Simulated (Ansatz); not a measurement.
## Ge (diamond structure), cut as [112] wire, round, centred on bond, 0.93 nm across, F-ended

Level of theory: PBE (plane waves to 420 eV, PAW; Ansatz, an electronic-structure program).

k-points: Γ-centred 1×1×4 mesh; occupations: Fermi-Dirac, 0.020 eV; spin polarisation not allowed. Scalar-relativistic, no spin-orbit coupling.

 The period along the axis is held at the bulk value.

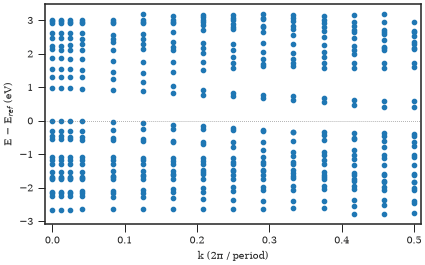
Levels along the axis at 15 k-points, drawn as points, zero at the top of the valence band

Electronic character: not metallic; Kohn-Sham band gap: 0.39 eV. Only levels within the plotted window are shown.
